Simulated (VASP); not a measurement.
Band structure of K₂S (antifluorite). Method: rev-vdW-DF2, VASP's PBE PAW potentials (set 64) (plane waves; VASP).

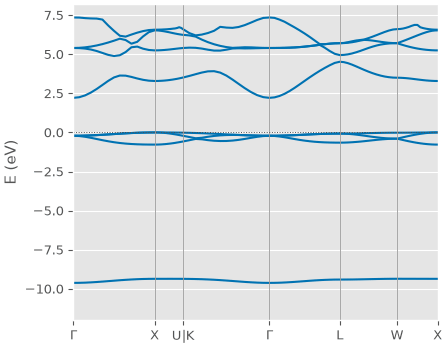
Figure. Bands along high-symmetry lines, zero at the valence-band maximum or, without a gap, the Fermi level

Read the plot: is there a gap, and where are the band edges?

The gap is indirect, 2.21 eV, from the valence maximum at X to the conduction minimum at Γ. (Edges off the drawn lines would not show.)

The compound is K2S in the antifluorite structure. It was relaxed first.
